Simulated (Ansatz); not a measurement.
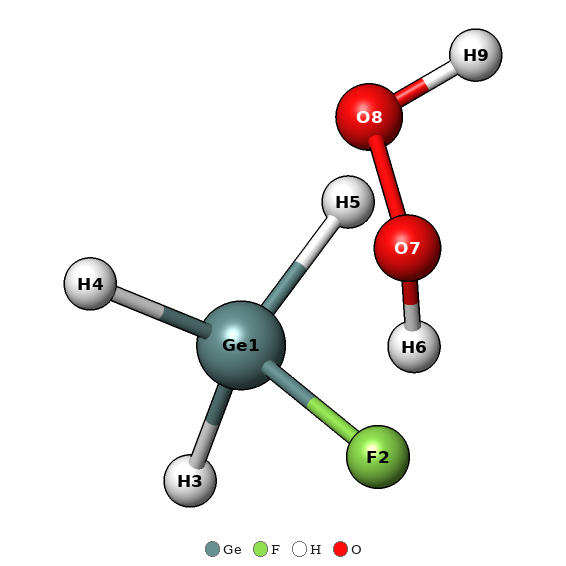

Harmonic vibrations computed with RKS PBE0-D4/def2-TZVP (Ansatz 0.2.0) at a stationary point of the same level.

### Minimum or transition state?

A minimum: no imaginary frequency, and the lowest mode lies at 46 cm⁻¹.

### List the wavenumbers.

21 modes: 46, 74, 143, 163, 196, 277, 578, 633, 637, 657, 861, 870, 876, 1006, 1371, 1500, 2178, 2201, 2218, 3688, 3805 cm⁻¹.
